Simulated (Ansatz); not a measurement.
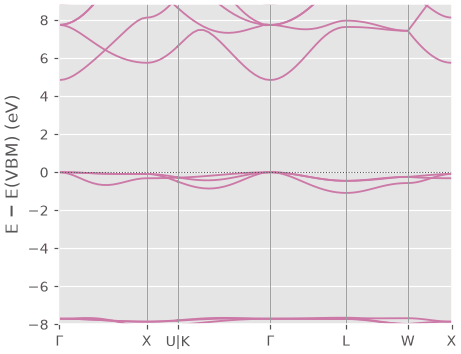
Figure. Band structure from plane-wave PAW LDA (Ansatz code)

Question: Read off the gap and where the band edges lie.

Answer: About 4.8 eV (4.85 eV by a search for the band edges); maximum at Γ, minimum at Γ.

The material is RbCl (rock salt, Fm-3m).

Symmetry was held in the LDA relaxation; phonons on a q-mesh show no instability. Spin–orbit coupling is left out wherever it is not named.

Potentials: the later of the program's two PAW sets.
